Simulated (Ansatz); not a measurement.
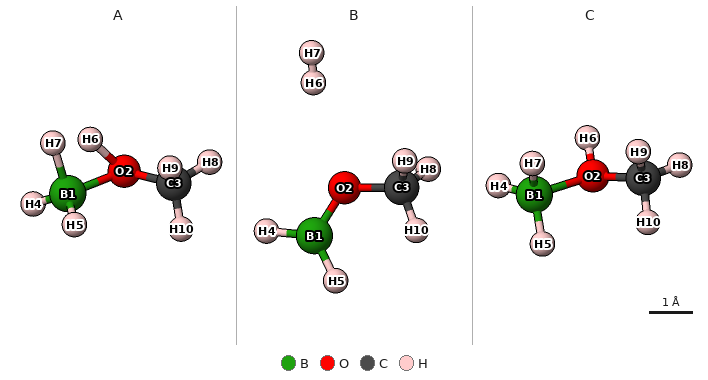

Three geometries of CH7BO: a saddle point and the two minima that it joins, in shuffled order. Style: ball-and-stick. Shown face on. Sticks join atoms that are closer than about 1.2 times the sum of their covalent radii (a little more with hydrogen).

Stationary points at PBE0-D4/def2-TZVP, single-point energies with CAM-B3LYP-D4 (def2-TZVPP where no basis is named; Ansatz 0.2.0). The energies are electronic, without zero-point or thermal terms, and both ends are the minima reached downhill from the saddle, with any fragments still in contact.

Identify the saddle point and describe the reaction.

Frame A is the saddle point. Counted by bonded pieces, B holds CH₅BO + H₂ and C holds BH₃ + CH₄O. From B over the saddle to C, bonds form: B1–H7 (4.39 → 1.34 → 1.21 Å), O2–H6 (2.62 → 1.27 → 0.96 Å). Bonds break: B1–O2 (1.34 → 1.56 → 1.64 Å), H6–H7 (0.75 → 1.02 → 2.52 Å). The saddle has one imaginary mode, 1334i cm⁻¹. With CAM-B3LYP-D4 the barrier is 1.72 eV from B and 1.12 eV from C, and C lies 0.60 eV above B.

Limits of the set-up: the start holds two separate molecules, 2.6 Å apart at their closest, whose relative position is a soft coordinate.
